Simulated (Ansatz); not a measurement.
Lu (hcp, Mg type), conventional cell a = 3.504 Å, b = 3.504 Å, c = 5.452 Å, α = 90.00°, β = 90.00°, γ = 120.00°. The calculation uses the primitive cell of 2 atoms, to which meshes and values per cell refer.

The volume is varied about the relaxed value V₀ at fixed cell shape. Symmetry pins the atoms to their sites.

The numbers are results of r2SCAN (plane waves to 500 eV, PAW, scalar-relativistic; Ansatz, a quantum-chemistry and plane-wave program), not measurements. k mesh 15×15×9 (Γ-centred), Fermi-Dirac smearing 0.05 eV. Energies are smeared free energies. With the shape held, the modulus is that of even scaling; a crystal free to change shape is softer. Lu is run without spin polarisation. Lu was relaxed with its symmetry unable to fall. The zero of ΔE is the relaxed starting cell.

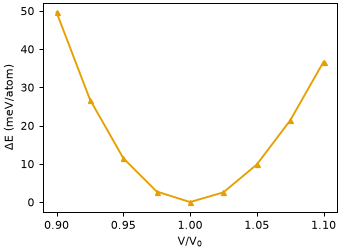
Figure: ΔE (meV/atom) against V/V₀; markers are the computed points, lines only join them.

Q: What is ΔE at V/V₀ = 0.900?

A: About 50 meV/atom.

Q: What bulk modulus at fixed cell shape B₀ follows from a third-order Birch-Murnaghan fit?

A: About 47 GPa.

(Under strain, the slope of the energy per volume gives the stress and its curvature an elastic modulus.)
